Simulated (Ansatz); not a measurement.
**GaSiH4OF (SMILES [OH][GaH][SiH2]F): B3LYP/6-31G(d) (Cartesian functions)**

What is the energy change on altering one bond length of GaSiH4OF at B3LYP/6-31G* (Cartesian functions)? 

Program for the calculation: Ansatz 0.2.0.

101 further runs of the same task are left out: 101 set aside as unsound or not needed. Runs told in other sessions of the task aren't counted.

## (1) Starting point

GaSiH4OF: 8 atoms, total charge 0, spin state singlet. SMILES: `[OH][GaH][SiH2]F`. Geometry: relaxed at PBE0-D4/def2-TZVP. This is one conformer, not always the lowest.

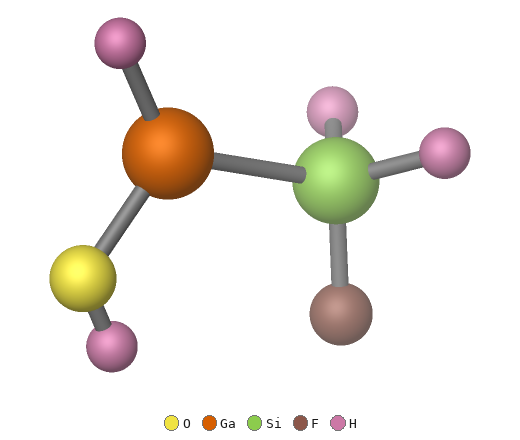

Viewed from a chosen angle; oxygen yellow, gallium orange, silicon green, fluorine brown, hydrogen pink.

## (2) A single-point energy at B3LYP/6-31G(d) (Cartesian functions)

job.yaml

```yaml
basis:
  gaussian: {orbitals: "6-31G*"}
crystal:
  periodic: [false, false, false]
  atoms:
    - symbol: O
      position_ang: [-2.152600, 0.668300, 0.454500]
    - symbol: Ga
      position_ang: [-0.411400, 1.077100, 0.391700]
    - symbol: Si
      position_ang: [1.066700, -0.691400, -0.347100]
    - symbol: F
      position_ang: [0.165400, -1.990600, -0.663200]
    - symbol: H
      position_ang: [-2.350300, -0.231700, 0.185400]
    - symbol: H
      position_ang: [-0.099500, 2.542900, 0.831400]
    - symbol: H
      position_ang: [2.066800, -1.082700, 0.683500]
    - symbol: H
      position_ang: [1.806900, -0.348800, -1.592100]
hamiltonian: {xc: {name: B3LYP}}
accuracy: high
output: {orbitals: {seedname: orbitals}}
```

Started as:

```
ansatz run job.yaml --threads 1 --pin off --max-ram 2610MiB --events-out events.jsonl --progress --plain --runs-dir runs
```

The program printed:

```text
Warning: RAYON_NUM_THREADS=1 ignored (pool sized by the plan → 1); use --threads N
Functional definition: B3LYP
  name "B3LYP"
  parameter a0 = 0.2
  parameter ax = 0.72
  parameter ac = 0.81
  exchange = (1 - a0 - ax)*slater_x + ax*b88_x + a0*exact_x
  correlation = (1 - ac)*vwn_rpa_c + ac*lyp_c
1871 factors; integrals over basis functions are off by at most 8.4e-9 eV
mean field evaluation 1: about -65073.3596 eV, gradient 6.5e1 eV
mean field evaluation 2: about -65015.5161 eV, gradient 1.6e2 eV
mean field evaluation 4: about -65080.0372 eV, gradient 1.3e1 eV
mean field evaluation 8: about -65080.3752 eV, gradient 7.9e-1 eV
mean field evaluation 16: about -65080.3768 eV, gradient 1.7e-4 eV
mean field -65080.37676296 eV, -2391.6597329750 hartree, gradient 2.7e-8 eV, S^2 0.000000; 0 other end points of the search recorded, 0 dependent functions left out
reference -65080.37680702 eV, -2391.6597345942 hartree; 33, 33 occupied and 59, 59 virtual orbitals, 1871 factors
Total energy: -65080.37680702 eV, -2391.6597345942 hartree
```

It took 11 s on 1 thread of Arm Neoverse V1, shared host; peak memory 0.33 GiB.

## (3) The distorted shape, same level

input.yaml

```yaml
crystal:
  periodic: [false, false, false]
  atoms:
    - symbol: O
      position_ang: [-2.302611, 0.726994, 0.299914]
    - symbol: Ga
      position_ang: [-0.561411, 1.135794, 0.237114]
    - symbol: Si
      position_ang: [0.916689, -0.632706, -0.501686]
    - symbol: F
      position_ang: [0.015389, -1.931906, -0.817786]
    - symbol: H
      position_ang: [-2.500311, -0.173006, 0.030814]
    - symbol: H
      position_ang: [-0.249511, 2.601594, 0.676814]
    - symbol: H
      position_ang: [2.066800, -1.082700, 0.683500]
    - symbol: H
      position_ang: [1.656889, -0.290106, -1.746686]
basis:
  gaussian:
    orbitals: "6-31G*"
output:
  orbitals: {seedname: orbitals}
accuracy: high
hamiltonian:
  xc: {name: B3LYP}
```

Started as:

```
ansatz run input.yaml --threads 1 --pin off --max-ram 2610MiB --events-out events.jsonl --progress --plain --runs-dir runs
```

The program printed, shortened:

```text
Warning: RAYON_NUM_THREADS=1 ignored (pool sized by the plan → 1); use --threads N
[... 7 set-up lines as earlier in the session ...]
1873 factors; integrals over basis functions are off by at most 8.5e-9 eV
mean field evaluation 1: about -65073.0554 eV, gradient 6.5e1 eV
mean field evaluation 2: about -65013.0968 eV, gradient 1.7e2 eV
mean field evaluation 4: about -65079.7121 eV, gradient 1.4e1 eV
mean field evaluation 8: about -65080.0624 eV, gradient 8.3e-1 eV
mean field evaluation 16: about -65080.0640 eV, gradient 1.8e-4 eV
mean field -65080.06398036 eV, -2391.6482384265 hartree, gradient 1.9e-8 eV, S^2 0.000000; 0 other end points of the search recorded, 0 dependent functions left out
reference -65080.06402460 eV, -2391.6482400522 hartree; 33, 33 occupied and 59, 59 virtual orbitals, 1873 factors
Total energy: -65080.06402460 eV, -2391.6482400522 hartree
```

Wall time 11 s (1 thread of Arm Neoverse V1, shared host); peak memory 0.33 GiB.

## (4) What came out

At B3LYP/6-31G* (Cartesian functions):

| quantity | value |
| --- | --- |
| first shape: total energy | -2391.65973 Eh |
| first shape: HOMO energy | -7.38 eV |
| first shape: LUMO energy | -1.76 eV |
| first shape: HOMO–LUMO gap | 5.62 eV |
| distorted shape: total energy | -2391.64824 Eh |
| distorted shape: HOMO energy | -7.44 eV |
| distorted shape: LUMO energy | -1.85 eV |
| distorted shape: HOMO–LUMO gap | 5.58 eV |
| energy change with the Si3–H7 bond stretched from 1.488 to 1.712 Å | 0.313 eV |

In words: With the Si3–H7 bond stretched from 1.488 to 1.712 Å the energy rises by 0.31 eV (30.2 kJ/mol). The first shape isn't relaxed at this level, so the change isn't measured from a minimum.
